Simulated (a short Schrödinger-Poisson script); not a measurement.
System: gated In0.52Al0.48As/In0.53Ga0.47As modulation-doped gas in a quantum well, at 300 K.

```tsv
layer	material	thickness (nm)	Nd (cm⁻³)	Na (cm⁻³)
1	In0.52Al0.48As	15	-	-
2	In0.52Al0.48As	20	1.6e18	-
3	In0.52Al0.48As	3	-	-
4	In0.53Ga0.47As	10	-	-
5	In0.52Al0.48As	4000	-	1e14
```

Constants are typed, rounded textbook-type inputs, not results; the design itself was drawn at random and stands for no fabricated device. In0.52Al0.48As: permittivity 12.5, conduction-band edge (eV) 0.52, gap (eV) 1.45, electron mass (mₑ) 0.075, Nv at 300 K (cm⁻³) 1.1e19. In0.53Ga0.47As: permittivity 13.9, conduction-band edge (eV) 0, gap (eV) 0.74, Nv at 300 K (cm⁻³) 7.7e18.

Channel valleys (confinement mass, in-plane density-of-states mass, number): Γ 0.041, 0.041, 1. At the gate the conduction-band edge of layer 1 lies 0.65 eV − eVg above the Fermi level of the channel; the field vanishes at the back. Donor level 0.006 eV below the band edge. The barrier under the gate holds no holes. Gaps are held at their typed values at every temperature. Mesh 0.08 nm at interfaces.

From a short Schrödinger-Poisson script (our own, NumPy): 1D Poisson equation in equilibrium, electrons quantum, Hartree (BenDaniel-Duke, 40 states a valley, the channel's in-plane mass for all, wave functions free to enter the barrier), parabolic valleys, classical holes, donors ionised by Fermi statistics, acceptors fully, no traps, pinning or gate leakage.

Only gate voltages with over 1e8 electrons/cm² are shown.

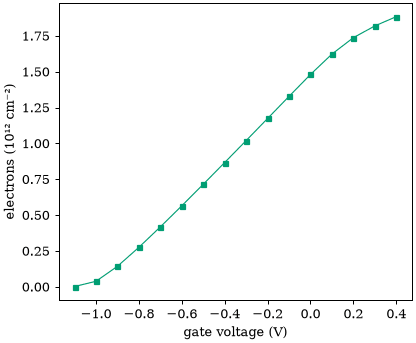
Sheet density against gate voltage

| Vg (V) | electrons (cm⁻²) | in the channel layer | C (μF/cm²) | Γ E0 (meV) | Γ E1 (meV) |
|---|---|---|---|---|---|
| 0.4 | 1.88e12 | 1.78e12 | 0.483 | -102.6 | 43.5 |
| 0.3 | 1.82e12 | 1.74e12 | 0.427 | -100.4 | 45.7 |
| 0.2 | 1.74e12 | 1.67e12 | 0.356 | -96.8 | 49.3 |
| 0.1 | 1.62e12 | 1.57e12 | 0.290 | -91.0 | 55.2 |
| 0 | 1.48e12 | 1.43e12 | 0.259 | -83.2 | 63.0 |
| -0.1 | 1.33e12 | 1.29e12 | 0.251 | -74.6 | 71.9 |
| -0.2 | 1.17e12 | 1.14e12 | 0.248 | -65.5 | 81.2 |
| -0.3 | 1.02e12 | 9.91e11 | 0.247 | -56.0 | 91.0 |
| -0.4 | 8.67e11 | 8.43e11 | 0.245 | -46.1 | 101.2 |
| -0.5 | 7.15e11 | 6.96e11 | 0.242 | -35.6 | 112.1 |
| -0.6 | 5.65e11 | 5.51e11 | 0.239 | -24.2 | 124.0 |
| -0.7 | 4.18e11 | 4.08e11 | 0.233 | -11.4 | 137.3 |
| -0.8 | 2.76e11 | 2.69e11 | 0.223 | 4.0 | 153.3 |
| -0.9 | 1.43e11 | 1.40e11 | 0.199 | 25.0 | 174.9 |
| -1 | 3.85e10 | 3.76e10 | 0.125 | 62.1 | 212.6 |
| -1.1 | 2.03e9 | 1.98e9 | 0.0159 | 139.2 | 289.9 |

Subbands count from the Fermi level.
